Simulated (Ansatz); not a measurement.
# COF2 (carbonyl fluoride) at CCSDTQ/STO-3G

Aim: the electronic atomisation energy of COF2 (carbonyl fluoride) at CCSDTQ/STO-3G, from 4 runs. 

Program for the calculation: Ansatz 0.2.0.

55 further runs of the same task are left out: 6 that didn't finish, 49 set aside as unsound or not needed.

### Step 1. Starting point

COF2 has 4 atoms, charge 0, and is taken as a singlet. As SMILES, `O=C(F)F`. Geometry: relaxed at GFN2-xTB.

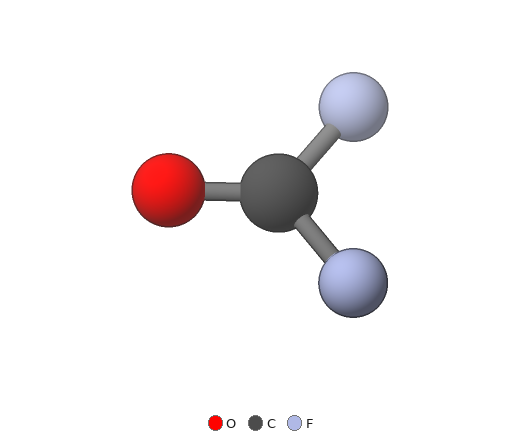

Viewed from a chosen angle; oxygen red, carbon dark grey, fluorine light blue.

### Step 2. The energy at CCSDTQ/STO-3G

File molecule.yaml:

```yaml
crystal:
  periodic: [false, false, false]
  atoms:
    - {symbol: O, position_ang: [-1.243810, -0.157330, 0.153910]}
    - {symbol: C, position_ang: [-0.102510, -0.013170, 0.012900]}
    - {symbol: F, position_ang: [0.851050, -0.823360, 0.422470]}
    - {symbol: F, position_ang: [0.495270, 0.993860, -0.589280]}
basis:
  gaussian:
    orbitals: STO-3G
correlation:
  method: ccsdtq
  frozen_orbitals: {C: 1, F: 1, O: 1}
accuracy: high
scf:
  omitted_lower_state_checks: [cluster_reference, increment]
```

Command:

```
ansatz run molecule.yaml --threads 1 --pin off --max-ram 2610MiB --events-out events.jsonl --progress --plain --runs-dir runs
```

The log of the run:

```text
Warning: RAYON_NUM_THREADS=1 ignored (pool sized by the plan → 1); use --threads N
Functional definition: HF
  name "HF"
  exchange = exact_x
  correlation = 0
these checks for a lower state are left out or cut short: cluster_reference, increment
368 factors; integrals over basis functions are off by at most 3.2e-8 eV
mean field evaluation 1: about -8356.3790 eV, gradient 4.2e1 eV
mean field evaluation 2: about -8356.5002 eV, gradient 4.3e1 eV
mean field evaluation 4: about -8361.9716 eV, gradient 3.0e0 eV
mean field evaluation 8: about -8362.0339 eV, gradient 9.7e-2 eV
mean field -8362.03394675 eV, -307.2990795528 hartree, gradient 9.4e-9 eV, S^2 0.000000; 0 other end points of the search recorded, 0 dependent functions left out
4 core orbitals not correlated: weight in the atoms' cores, before any rotation towards them, 1.000 or more for the frozen orbitals, at most 0.000 for the correlated occupied ones
reference -8362.03394675 eV, -307.2990795528 hartree; 12, 12 occupied and 4, 4 virtual orbitals, 368 factors
second order -3.95385759 eV of doubles, -0.00000000 eV of singles
cycle   1  -4.16774583 eV  change   -2.1e-1 eV  update   9.6e-2
cycle   2  -4.53975980 eV  change   -3.7e-1 eV  update   4.9e-2
cycle   3  -4.69005510 eV  change   -1.5e-1 eV  update   2.3e-2
cycle   4  -4.71964435 eV  change   -3.0e-2 eV  update   9.4e-3
cycle   5  -4.73078309 eV  change   -1.1e-2 eV  update   5.0e-3
cycle   6  -4.72957261 eV  change    1.2e-3 eV  update   1.8e-3
cycle   7  -4.72845377 eV  change    1.1e-3 eV  update   7.8e-4
cycle   8  -4.72831155 eV  change    1.4e-4 eV  update   4.8e-4
cycle   9  -4.72828582 eV  change    2.6e-5 eV  update   2.1e-4
cycle  10  -4.72830716 eV  change   -2.1e-5 eV  update   8.1e-5
cycle  11  -4.72835250 eV  change   -4.5e-5 eV  update   2.9e-5
cycle  12  -4.72836017 eV  change   -7.7e-6 eV  update   8.9e-6
cycle  13  -4.72836182 eV  change   -1.7e-6 eV  update   5.9e-6
cycle  14  -4.72836225 eV  change   -4.3e-7 eV  update   2.9e-6
cycle  15  -4.72836110 eV  change    1.1e-6 eV  update   1.3e-6
cycle  16  -4.72836046 eV  change    6.4e-7 eV  update   4.4e-7
cycle  17  -4.72836036 eV  change    1.0e-7 eV  update   1.6e-7
cycle  18  -4.72836014 eV  change    2.2e-7 eV  update   9.8e-8
cycle  19  -4.72836016 eV  change   -1.8e-8 eV  update   5.0e-8
cycle  20  -4.72836020 eV  change   -4.7e-8 eV  update   2.5e-8
cycle  21  -4.72836015 eV  change    5.8e-8 eV  update   1.8e-8
cycle  22  -4.72836014 eV  change    1.1e-8 eV  update   1.1e-8
cycle  23  -4.72836013 eV  change    2.2e-9 eV  update   4.8e-9
cycle  24  -4.72836013 eV  change    1.9e-9 eV  update   1.8e-9
Total energy: -8366.76230688 eV, -307.4728435826 hartree
Checks for a lower state left out: cluster_reference, increment
```

It took 18 s on 1 thread of Intel Xeon Platinum 8375C at 2.90GHz (Ice Lake), shared host; peak memory 0.29 GiB.

### Step 3. The C atom, same level

File run.yaml:

```yaml
crystal:
  periodic: [false, false, false]
  atoms:
    - {symbol: C, position_ang: [0.000000, 0.000000, 0.000000]}
basis:
  gaussian: {orbitals: STO-3G}
magnetization: {spin_polarized: true, initial_magnetization: 2}
correlation: {method: ccsdtq, frozen_orbitals: {C: 1}}
accuracy: high
scf: {omitted_lower_state_checks: [cluster_reference, increment]}
```

Run the same way, it converges to -37.21862 Eh (log not shown).

### Step 4. The F atom at the same level

File run.yaml:

```yaml
crystal:
  periodic: [false, false, false]
  atoms:
    - {symbol: F, position_ang: [0.000000, 0.000000, 0.000000]}
basis:
  gaussian: {orbitals: STO-3G}
magnetization: {spin_polarized: true, initial_magnetization: 1}
scf: {omitted_lower_state_checks: [cluster_reference, increment]}
accuracy: high
correlation: {method: ccsdtq, frozen_orbitals: {F: 1}}
```

Run the same way, it converges to -97.98651 Eh (log not shown).

### Step 5. The O atom, same level

File input.yaml:

```yaml
crystal:
  periodic: [false, false, false]
  atoms:
    - {symbol: O, position_ang: [0.000000, 0.000000, 0.000000]}
basis:
  gaussian: {orbitals: STO-3G}
magnetization: {spin_polarized: true, initial_magnetization: 2}
correlation: {method: ccsdtq, frozen_orbitals: {O: 1}}
accuracy: high
scf: {omitted_lower_state_checks: [cluster_reference, increment]}
```

Run the same way, it converges to -73.80415 Eh (log not shown).

### Step 6. What came out

At CCSDTQ/STO-3G, 4 core orbitals frozen:

```
                                             quantity          value
                               molecule: total energy  -307.47284 Eh
molecule: correlation energy (4 core orbitals frozen)     -173.8 mEh
                              molecule: T1 diagnostic          0.012
                                 C atom: total energy   -37.21862 Eh
   C atom: correlation energy (1 core orbital frozen)      -20.2 mEh
            C atom: ⟨S²⟩ of the reference determinant          2.000
                                C atom: T1 diagnostic          0.000
                                 F atom: total energy   -97.98651 Eh
   F atom: correlation energy (1 core orbital frozen)        0.0 mEh
            F atom: ⟨S²⟩ of the reference determinant          0.750
                                F atom: T1 diagnostic          0.000
                                 O atom: total energy   -73.80415 Eh
   O atom: correlation energy (1 core orbital frozen)        0.0 mEh
            O atom: ⟨S²⟩ of the reference determinant          2.000
                                O atom: T1 diagnostic          0.000
                        electronic atomisation energy      12.982 eV
```

Taking the molecule apart into free atoms costs 12.98 eV (299 kcal/mol), before zero-point energy and without spin-orbit coupling. In a minimal basis such a difference can be off by several eV, whatever the method.
